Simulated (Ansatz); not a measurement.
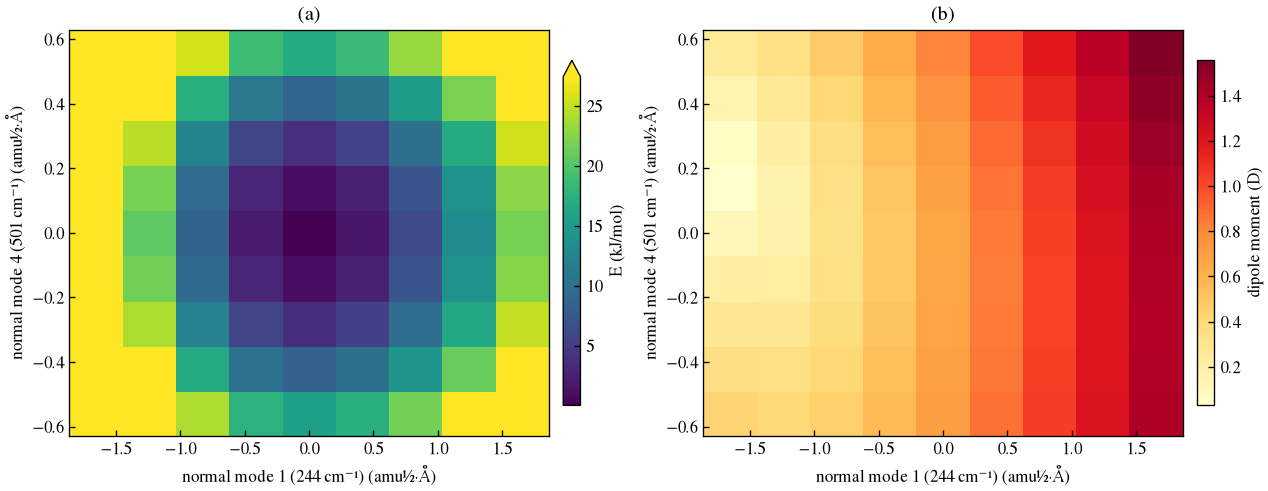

H₂TeZn, SMILES [ZnH][TeH]. First axis: normal mode 1 (244 cm⁻¹). Second axis: normal mode 4 (501 cm⁻¹). Nothing is relaxed (straight displacements along the two mass-weighted modes). Grid: 9 × 9 points. Points are written as (first, second). All energies are given in kJ/mol relative to the relaxed molecule at the same level. These are results of Ansatz, RKS r2SCAN0-D4/def2-TZVP, not measurements.

Panel (a) is the energy; panel (b) is the computed dipole moment, in D.

Drawn: one coloured cell a grid point, one colour for all values above the top of the scale.

### How does the dipole moment vary over the map, and what is it at the lowest grid point?

Leaving out the highest fifth of the energies, it runs from 0.17 D at (−1.24 amu½·Å, 0.14 amu½·Å) to 1.46 D at (1.66 amu½·Å, 0.28 amu½·Å). At the lowest grid point, (0.00 amu½·Å, 0.00 amu½·Å), it is 0.67 D.

```
normal mode 4 (501 cm⁻¹) ↓, normal mode 1 (244 cm⁻¹) →  −1.66  −1.24  −0.83  −0.41  0.00  0.41  0.83  1.24  1.66
                                                  0.56   0.25   0.34   0.48   0.64  0.82  1.00  1.18  1.37  1.56
                                                  0.42   0.16   0.26   0.42   0.58  0.76  0.94  1.13  1.32  1.50
                                                  0.28   0.07   0.20   0.37   0.54  0.72  0.90  1.09  1.27  1.46
                                                  0.14   0.03   0.17   0.34   0.51  0.69  0.87  1.05  1.24  1.43
                                                  0.00   0.11   0.18   0.33   0.49  0.67  0.85  1.03  1.22  1.41
                                                 −0.14   0.20   0.23   0.34   0.50  0.67  0.84  1.03  1.21  1.40
                                                 −0.28   0.28   0.29   0.38   0.51  0.67  0.85  1.03  1.21  1.39
                                                 −0.42   0.36   0.35   0.42   0.54  0.69  0.86  1.03  1.22  1.40
                                                 −0.56   0.43   0.41   0.46   0.57  0.71  0.87  1.05  1.23  1.41
```
